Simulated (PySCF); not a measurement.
CH₉NO₃Si₄ (SMILES N#C[SiH2]O[SiH](O[SiH3])O[SiH3])

```yaml
atoms:
  - { symbol: N, position_ang: [3.7342, 0.1290, -1.0849] }
  - { symbol: C, position_ang: [2.9619, -0.5498, -0.5797] }
  - { symbol: Si, position_ang: [1.6974, -1.6690, 0.2342] }
  - { symbol: O, position_ang: [0.8456, -0.8052, 1.2955] }
  - { symbol: Si, position_ang: [-0.2890, 0.3358, 1.5041] }
  - { symbol: O, position_ang: [0.0727, 1.6152, 0.6029] }
  - { symbol: Si, position_ang: [0.1857, 2.2467, -0.8928] }
  - { symbol: O, position_ang: [-1.7149, -0.2735, 1.0703] }
  - { symbol: Si, position_ang: [-2.5886, -0.9081, -0.1420] }
  - { symbol: H, position_ang: [0.8618, -2.1942, -0.8465] }
  - { symbol: H, position_ang: [2.3977, -2.6473, 1.0596] }
  - { symbol: H, position_ang: [-0.3184, 0.6922, 2.8973] }
  - { symbol: H, position_ang: [1.1153, 3.3525, -0.6980] }
  - { symbol: H, position_ang: [-1.1581, 2.6872, -1.2741] }
  - { symbol: H, position_ang: [0.6740, 1.2317, -1.8286] }
  - { symbol: H, position_ang: [-2.3263, -0.1807, -1.3855] }
  - { symbol: H, position_ang: [-2.2024, -2.3148, -0.2797] }
  - { symbol: H, position_ang: [-3.9574, -0.7415, 0.3361] }
```

Geometry: GFN2-xTB.

Theory: PBE0/pcSseg-1, SCF density, gas phase, non-relativistic (PySCF).

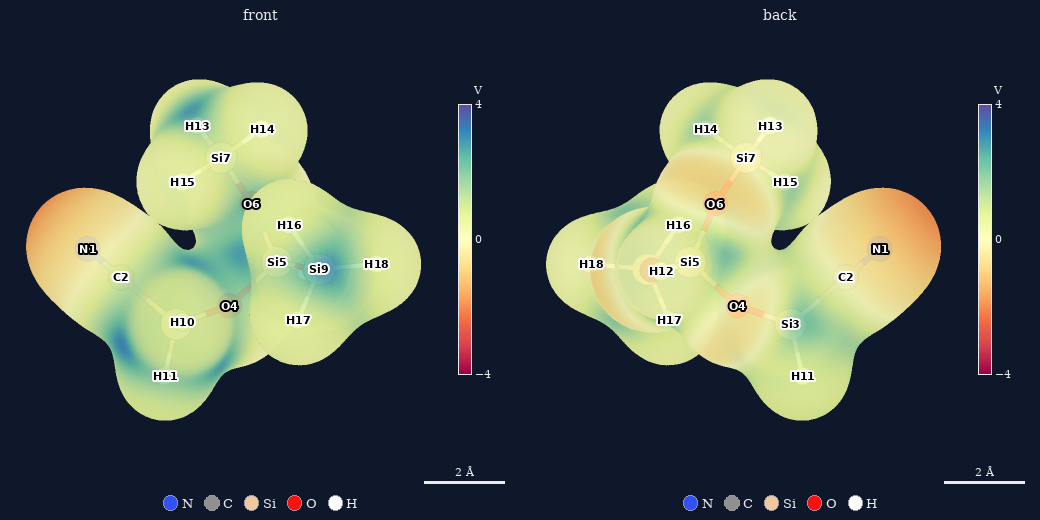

Figure 1. The molecular electrostatic potential painted on the density surface at 0.004 e/bohr³, seen from the front and from behind; red is negative and blue positive.

**Which sites attract a positive test charge, and which a negative one?**

A positive charge is drawn to the negative regions and a negative charge to the positive ones. The most negative region (about −1.8 V) lies over N1, the most positive (about +2.9 V) over Si3, Si7 and Si9. N1 is the likeliest acceptor of a hydrogen bond.

**How polar is the molecule by this calculation?**

Its dipole moment is 3.25 D.

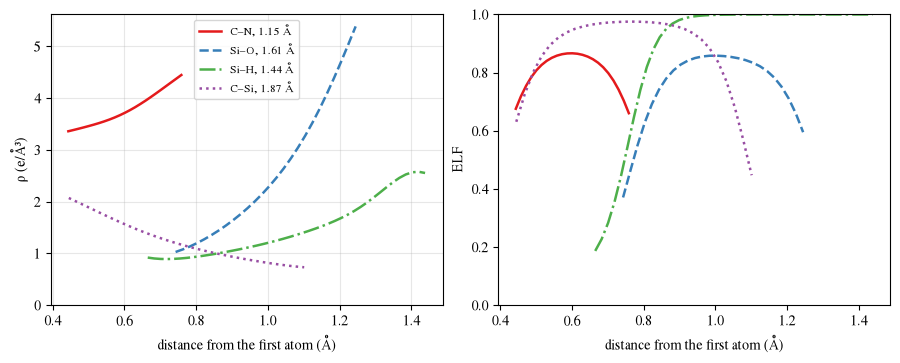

Figure 2. Electron density and ELF along straight lines between neighbouring atoms. The curves leave out the atomic cores.

**What can be read from the curves?**

C–N (1.15 Å): ρ at the midpoint is about 3.6 e/Å³; the ELF peaks at about 0.85 between the atoms (a multiple bond).
Si–O (1.61 Å): ρ is about 1.2 e/Å³ halfway; the ELF peaks at about 0.85 between the atoms: a polar covalent bond.
Si–H (1.44 Å): the density is about 0.89 e/Å³ at the midpoint; the ELF climbs to about 1 towards the hydrogen, as it does in any bond to H.
C–Si (1.87 Å): ρ is about 0.89 e/Å³ halfway; the ELF peaks at about 1 between the atoms: localised, covalent bonding.
